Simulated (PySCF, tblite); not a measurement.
# C₃H₇BO₃Si: geometry, infrared bands and NMR shifts

Aim: predict the infrared bands and NMR shifts of C₃H₇BO₃Si (`OB(O)C1=COC[SiH2]1`).

Programs: tblite 0.8.0 and PySCF 2.14.0, with density-fitted response routines of our own. Each step states its level of theory. These are calculated values for one molecule in the gas phase, unless marked as measured. Atoms count from 0, in the outputs and in this text.

## Step 1: Starting geometry

15 atoms, charge 0, multiplicity 1; geometry from: force field or distance geometry start.

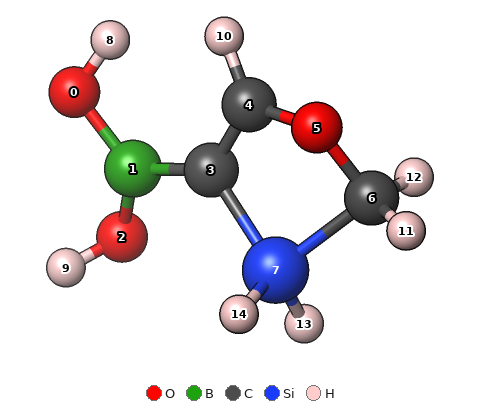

The starting geometry (oxygen red, boron green, carbon dark grey, silicon blue, hydrogen pink), atoms numbered.

## Step 2: Optimising the geometry with GFN2-xTB

What the job is given:

```
{"job": {"kind": "relax", "xc": "GFN2-xTB", "basis": "xTB"}, "charge": 0, "multiplicity": 1}
O      2.735800     0.826800     0.909900
B      1.831100    -0.163400     0.344600
O      2.334300    -1.545600     0.246600
C      0.351400     0.202500     0.061100
C     -0.376600     1.207000     0.504000
O     -1.652600     1.253000     0.067600
C     -2.316000     0.036200    -0.153100
Si    -0.816000    -0.787800    -0.991000
H      2.180600     1.433100     1.462200
H      2.983700    -1.510100    -0.510700
H      0.069700     1.964600     1.170100
H     -3.151900     0.109500    -0.869200
H     -2.554600    -0.443400     0.810000
H     -0.820400    -2.198600    -0.702300
H     -0.802900    -0.375800    -2.371700
```

Run with:

```
$ OMP_NUM_THREADS=1 python probes_run.py task.json out
```

The driver reads the jobs from task.json and runs them one after another.

**Question.** This job is followed by: GFN2-xTB harmonic vibrations, gas phase; GIAO PBE0/pcSseg-1 NMR shielding, non-relativistic, gas phase. Predict these results of the whole session: strongest single infrared mode (GFN2-xTB); zero-point energy (GFN2-xTB); ¹³C shifts against TMS (PBE0/pcSseg-1); ¹H shifts against TMS (PBE0/pcSseg-1, means over atoms taken as alike); ¹⁷O shifts against H2O (PBE0/pcSseg-1, means over atoms taken as alike); ¹¹B shifts against BF3·OEt2 (PBE0/pcSseg-1); ²⁹Si shifts against TMS (PBE0/pcSseg-1).

**Answer**, as computed:

| quantity | value |
| --- | --- |
| strongest single infrared mode (GFN2-xTB) | 1592 cm⁻¹, 498 km/mol |
| zero-point energy (GFN2-xTB) | 63.9 kcal/mol |
| ¹³C shifts against TMS (PBE0/pcSseg-1) | 177.8, 94.4, 58.8 ppm |
| ¹H shifts against TMS (PBE0/pcSseg-1, means over atoms taken as alike) | 7.11, 4.86, 4.07, 3.96 ppm |
| ¹⁷O shifts against H2O (PBE0/pcSseg-1, means over atoms taken as alike) | 183.5, 111.5 ppm |
| ¹¹B shifts against BF3·OEt2 (PBE0/pcSseg-1) | 26.0 ppm |
| ²⁹Si shifts against TMS (PBE0/pcSseg-1) | -34.0 ppm |

In words: Over 86 steps the energy fell by 1.737 eV; of the close pairs, B1–O2 changed most, 1.474 to 1.356 Å. All 39 modes are real, so the xTB geometry is a minimum. The strongest single mode, at 1592 cm⁻¹, moves mainly C4 and C3. Unscaled tight-binding wavenumbers are off by several per cent, some by more. Its intensities can rank the bands wrongly. The most deshielded carbon is C4 (alkene carbon bearing oxygen), at 177.8 ppm: an sp2 carbon further deshielded by the attached heteroatom. H10 (hydrogen on an alkene carbon bearing oxygen) lies farthest downfield among hydrogen, at 7.11 ppm; olefinic region.
